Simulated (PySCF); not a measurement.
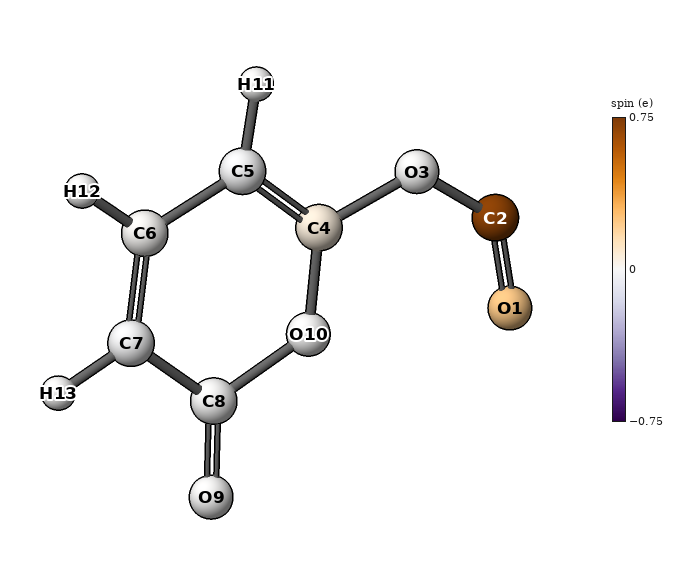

Atoms are coloured by their Mulliken spin populations. State: neutral, doublet. Computed geometry: GFN2-xTB optimisation. No frequency run is at hand to confirm it as a minimum. Properties computed with UKS B3LYP, pcH-1 on C H O, non-relativistic (PySCF 2.14.0).

> Which atom carries the largest spin population?

C2 (0.70 e).

> Which atom has the lowest spin population?

C5, C7 (−0.01 e).

Give the Mulliken spin populations atom by atom.

```tsv
atom	value (e)
O1	0.23
C2	0.70
O3	0.00
C4	0.06
C5	−0.01
C6	0.01
C7	−0.01
C8	0.00
O9	0.00
O10	0.00
H11	0.00
H12	0.00
H13	0.00
```

Mulliken values depend strongly on the basis set.
